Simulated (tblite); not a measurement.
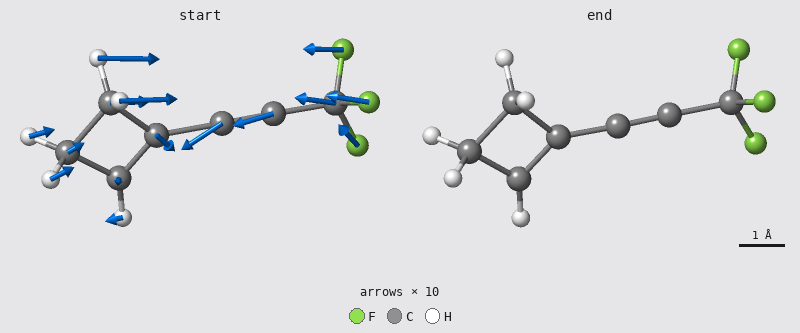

The structure of C7H5F3 before (left) and after (right) a relaxation, at one scale. The blue arrows give the displacements, 10 times their true length.

The picture is a ball-and-stick view, seen from a free direction.

Computed with GFN2-xTB geometry optimisation, gas phase (tblite). 

Q: Summarise the run.

A: The largest move after the best rigid fit is that of an H atom, 0.14 Å. Largest moves by element: H 0.14 Å, C 0.11 Å, F 0.10 Å. Among the contacts that change: C–C 1.532 → 1.393 Å, C–F 1.367 → 1.346 Å, C–H 1.106 → 1.089 Å, C–H 1.091 → 1.074 Å. Bond angles that change, for instance: C–C–C 133.0° → 135.4°, C–C–C 133.0° → 130.8°. The energy falls by 34.3 kJ/mol in 43 geometry steps.
